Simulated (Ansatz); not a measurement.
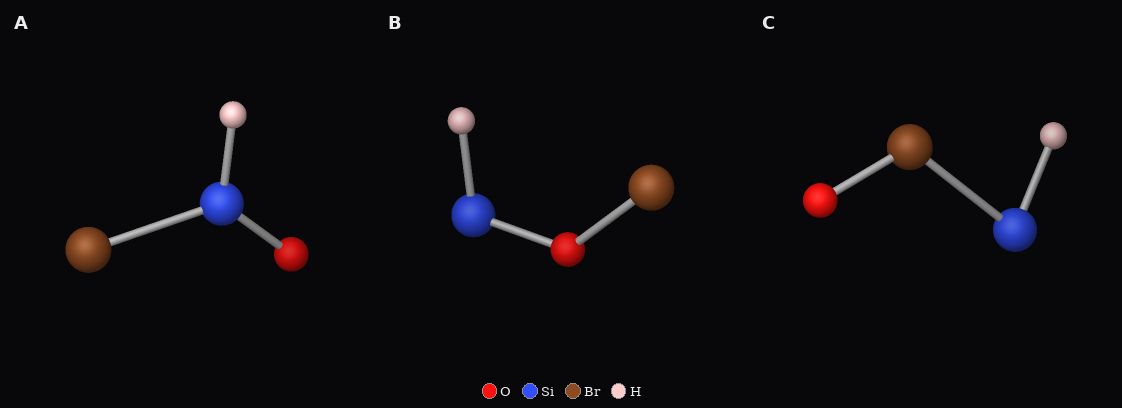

3 stationary structures of one formula. Geometries: PBE-D4/def2-SVP. Electronic energies: PBE-D4/def2-SVP (Ansatz 0.2.0), without zero-point energy. No frequency run is at hand to confirm each as a minimum.

### Rank them by energy, lowest first.

A is lowest (Cs); B lies 2.773 eV above it (Cs), C lies 5.124 eV above it (Cs).
